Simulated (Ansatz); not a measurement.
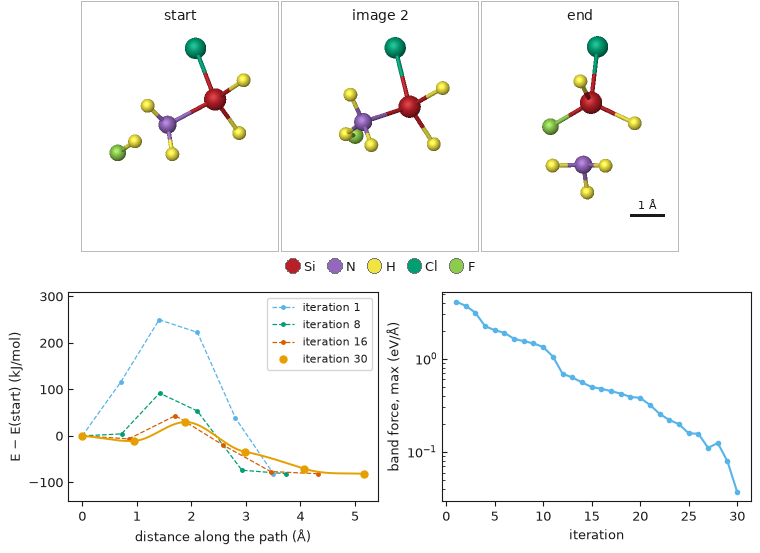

A nudged-elastic-band calculation for SiNH5ClF. Images are numbered from 0 (start) to 5 (end). The plot follows the band through its iterations. The picture is a ball-and-stick view, seen from a free direction.

Method: RKS revPBE-D4/cc-pVDZ in Ansatz 0.2.0. Run with 4 movable images; climbing image.

Q: How did the profile develop, and is the result final?

A: The run is converged, with reservations. The band converged in 30 iterations. The largest component of the band force went from 4.1 to 0.037 eV/Å. The climbing image converged on the top of the path. Its curvatures weren't checked. The largest force component is 0.76 eV/Å at the start and 2.07 eV/Å at the end; an end with forces this large is no minimum, and the barrier measured from it can be far off. The first iteration put the highest image at 250.0 kJ/mol. Relative to the start the highest point is image 2 at +29.8 kJ/mol and the end lies at −81.5 kJ/mol, but the profile dips to −10.9 kJ/mol at image 1 on the way, so an end point isn't at the bottom of its valley along this path.

Cost: 120 s on 4 threads of Arm Neoverse V1, with other jobs on the host.
